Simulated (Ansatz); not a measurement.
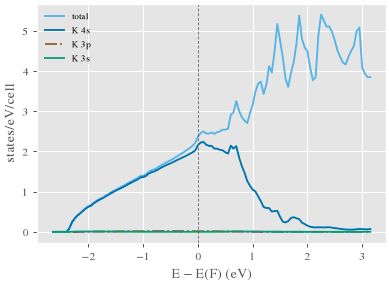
Total and projected density of states of K (9R (Sm type), R-3m), plane-wave PAW LDA (Ansatz code)

Which orbitals carry the states next to the Fermi level?

Within 0.5 eV of the Fermi level: K 4s 89 %, outside the projected shells 10 %. Projections are on Löwdin-orthogonalised atomic valence shells; empty p or d shells of many metals are not among them.

The workflow started from a Materials Project entry (that database holds measured and hypothetical structures alike); the Crystallography Open Database copy checked does not list it. It is not the phase usual at ambient conditions (space group No. 229). The cell was relaxed with LDA under the symmetry of its start; its stability against distortions is not shown here.

Potentials: the later of the program's two PAW sets.
